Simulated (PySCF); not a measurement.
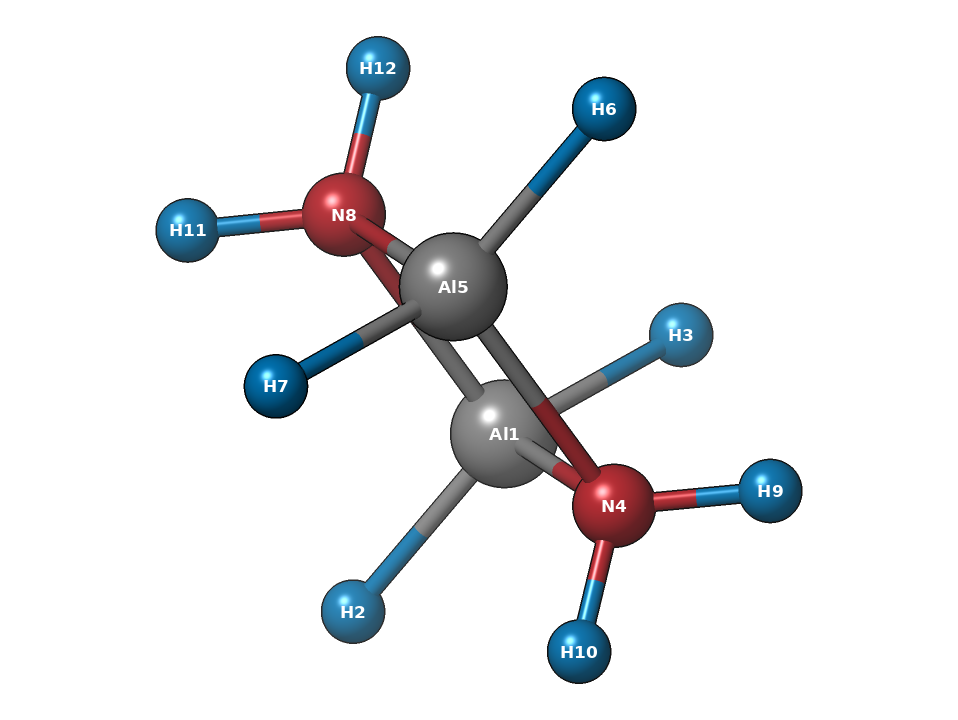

Computed geometry: PBE0-D3(BJ)/def2-SVP optimisation. No frequency run is at hand to confirm it as a minimum. Level of theory: delta-SCF UKS SCAN, pcX-2 on the ionised atom (unc-x2c-TZVPall on a metal), pcseg-1 elsewhere, spin-free X2C (PySCF 2.14.0).

Give the core-electron binding energies (to vacuum; p and d levels without spin–orbit splitting) of Al1 1s, Al1 2p, N4 1s.

| atom | level | binding energy (eV) |
| --- | --- | --- |
| Al1 | 1s | 1566.3 |
| Al1 | 2p | 80.0 |
| N4 | 1s | 405.4 |
